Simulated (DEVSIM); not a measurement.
Structure: TaN/Al2O3/SiO2/p-Si capacitor, at 300 K.

```csv
layer (left to right),material,thickness (nm),Na (cm⁻³)
1,Al2O3,9.50,-
2,SiO2,0.780,-
3,Si,870,2.2e17
```

Metal gate on the left, work function 4.4 eV. Fixed charge at the semiconductor interface 7.1e10 cm⁻² (in units of +e); no interface traps.

The device is made up for the run: typed textbook-type constants, with dimensions and the other settings drawn at random. Values at 300 K.

| parameter | Al2O3 | SiO2 | Si |
|---|---|---|---|
| gap (eV) | 6.8 | 9 | 1.124 |
| affinity (eV) | 1.35 | 0.9 | 4.05 |
| permittivity | 9 | 3.9 | 11.7 |
| Nc (cm⁻³) | - | - | 2.86e19 |
| Nv (cm⁻³) | - | - | 3.1e19 |

DEVSIM, 1D Poisson equation in equilibrium, Boltzmann statistics, complete ionisation; no quantum confinement or tunnelling. Metal contacts follow the ideal Schottky-Mott rule: no Fermi-level pinning, no interface dipoles.

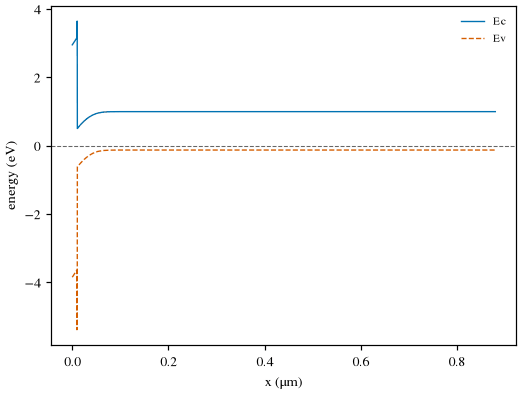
Figure. Band edges at 0.1 V on the gate

Energies count from the Fermi level of the right contact; mesh points crowd at the junctions.

| x (μm) | Ec (eV) | Ev (eV) | n (cm⁻³) | p (cm⁻³) | field (V/cm) |
|---|---|---|---|---|---|
| 0.000 | 2.950 | -3.850 | < 1e2 | < 1e2 | 220000 |
| 0.001164 | 2.975 | -3.825 | < 1e2 | < 1e2 | 220000 |
| 0.003083 | 3.018 | -3.783 | < 1e2 | < 1e2 | 220000 |
| 0.006040 | 3.082 | -3.718 | < 1e2 | < 1e2 | 220000 |
| 0.008656 | 3.139 | -3.660 | < 1e2 | < 1e2 | 220000 |
| 0.009612 | 3.614 | -5.386 | < 1e2 | < 1e2 | 510000 |
| 0.01003 | 3.635 | -5.365 | < 1e2 | < 1e2 | 510000 |
| 0.01140 | 0.517 | -0.607 | 5.8e10 | 2.0e9 | 180000 |
| 0.01393 | 0.561 | -0.563 | 1.1e10 | 1.1e10 | 170000 |
| 0.01891 | 0.639 | -0.485 | 5.2e8 | 2.2e11 | 150000 |
| 0.02971 | 0.782 | -0.342 | 2100000 | 5.5e13 | 110000 |
| 0.06402 | 0.982 | -0.142 | 910 | 1.3e17 | 15000 |
| 0.1208 | 0.996 | -0.128 | 530 | 2.2e17 | 27 |
| 0.2440 | 0.996 | -0.128 | 530 | 2.2e17 | ≈ 0 |
| 0.5704 | 0.996 | -0.128 | 530 | 2.2e17 | ≈ 0 |
| 0.7336 | 0.996 | -0.128 | 530 | 2.2e17 | ≈ 0 |
| 0.8088 | 0.996 | -0.128 | 530 | 2.2e17 | ≈ 0 |
| 0.8469 | 0.996 | -0.128 | 530 | 2.2e17 | ≈ 0 |
| 0.8685 | 0.996 | -0.128 | 530 | 2.2e17 | ≈ 0 |
| 0.8751 | 0.996 | -0.128 | 530 | 2.2e17 | ≈ 0 |
| 0.8784 | 0.996 | -0.128 | 530 | 2.2e17 | ≈ 0 |
| 0.8803 | 0.996 | -0.128 | 530 | 2.2e17 | ≈ 0 |
